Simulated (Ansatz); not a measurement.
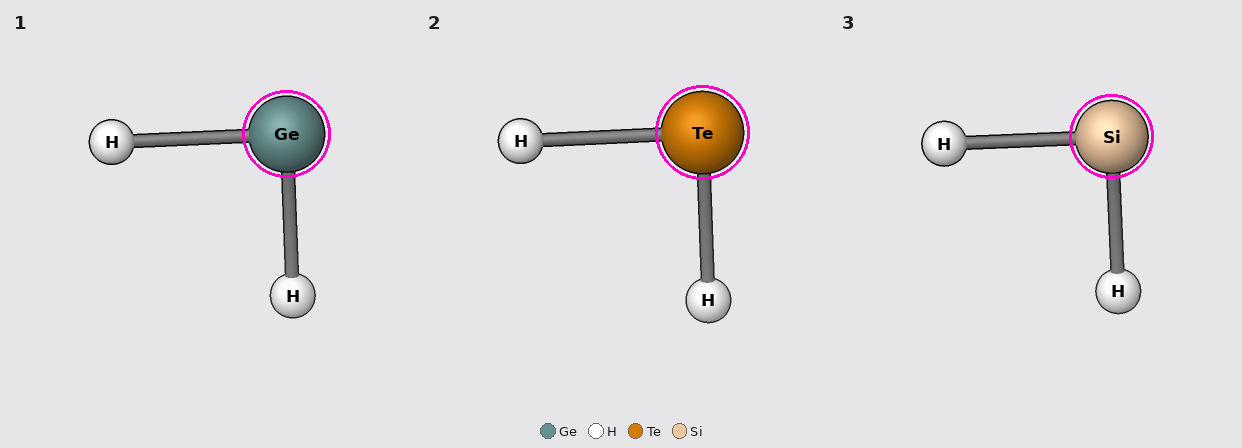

3 molecules with one skeleton, seen from the same side and at one scale; the atom that differs is circled. Charge 0, singlet. Computed geometries: PBE0-D4/def2-TZVP optimisations, one conformation each. Properties computed with Ansatz 0.2.0. Elements past Kr carry core potentials.

One atom differs, called X below: Ge in panel 1, Te in panel 2, Si in panel 3. Their formulas are GeH2 (`[GeH2]`), H2Te (`[TeH2]`), SiH2 (`[SiH2]`).

> Rank them by the dipole moment, lowest first (ωB97M-V/def2-TZVPP).

3 (Si), 2 (Te), 1 (Ge).

> Rank them by the HOMO–LUMO gap, lowest first (ωB97M-V/def2-TZVPP).

3 (Si), 1 (Ge), 2 (Te).

Give the values. With PBE0-D4/def2-TZVP: mean length of X–H (Å), angle H–X–H (°). With ωB97M-V/def2-TZVPP: dipole moment (D), HOMO energy (Kohn–Sham orbital) (eV), HOMO–LUMO gap (eV), vertical ionisation energy (eV).

```
                            quantity  1 (Ge)  2 (Te)  3 (Si)
              mean length of X–H (Å)   1.594   1.656   1.525
                     angle H–X–H (°)    90.6    90.4    91.2
                   dipole moment (D)    0.23    0.17    0.02
HOMO energy (Kohn–Sham orbital) (eV)   −9.02   −8.69   −8.96
                  HOMO–LUMO gap (eV)    8.02    9.88    7.89
     vertical ionisation energy (eV)    9.45    8.98    9.46
```
